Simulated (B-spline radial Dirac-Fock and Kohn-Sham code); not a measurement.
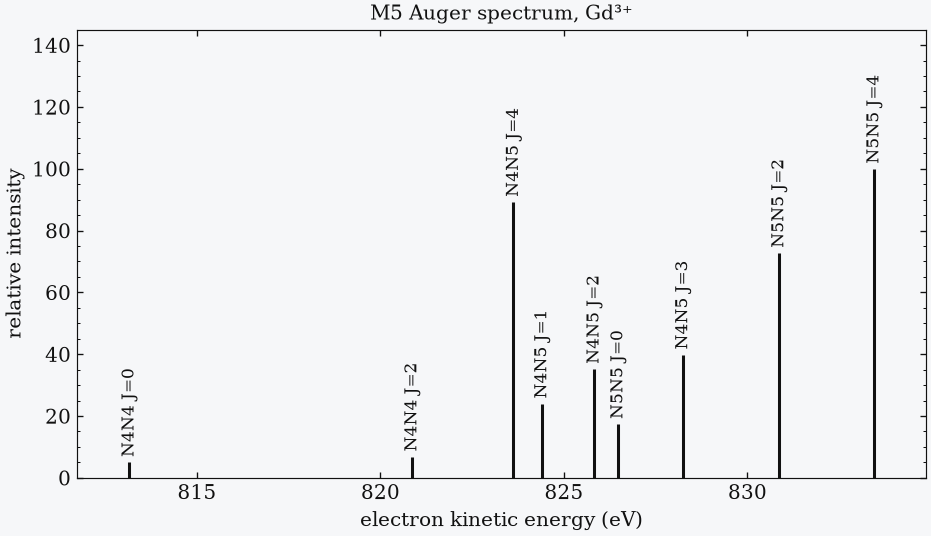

The Auger multiplet of an M5 hole with both final holes in N45, lines labelled by the leading pair of holes and J, as sticks. Kinetic energies count from the vacuum level; very weak lines are left out. Lines are named by their largest jj component, which in light atoms can differ from the customary names. System: the ion Gd³⁺ ([Xe] 4f7). Computed with a radial B-spline solver: Dirac–Fock ΔSCF energies in intermediate coupling of the two holes, Coulomb rates, valence shells as spectators.

**Which line is strongest?**

M5-N5N5 J=4 at 833.4 eV, 26 % of the multiplet.

**How wide is the M5 level from this decay?**

0.368 eV from this multiplet.

**Which of the lines shown has the highest kinetic energy, and why?**

M5-N5N5 J=4 at 833.4 eV: its two-hole final state is the least tightly bound of those shown, so the most energy is left to the electron.
